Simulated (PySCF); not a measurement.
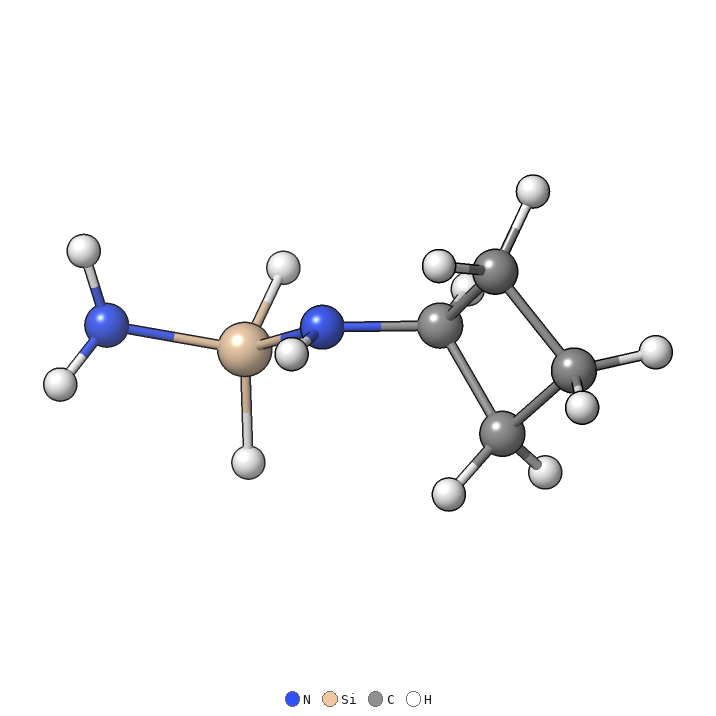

Every bond is drawn as one stick, whatever its order.

The geometry was computed by an optimisation with GFN2-xTB. No frequency run is at hand to confirm it as a minimum.

> What is the molecular formula?

C4H12N2Si, 19 atoms: 4 carbon, 12 hydrogen, 2 nitrogen and 1 silicon.

> Write the SMILES.

N[SiH2]NC1CCC1

> Give the symmetry (Schoenflies symbol).

C1.

> Name some functional groups or characteristic bonds that it holds.

Among them: Si–H bond, Si–N bond.
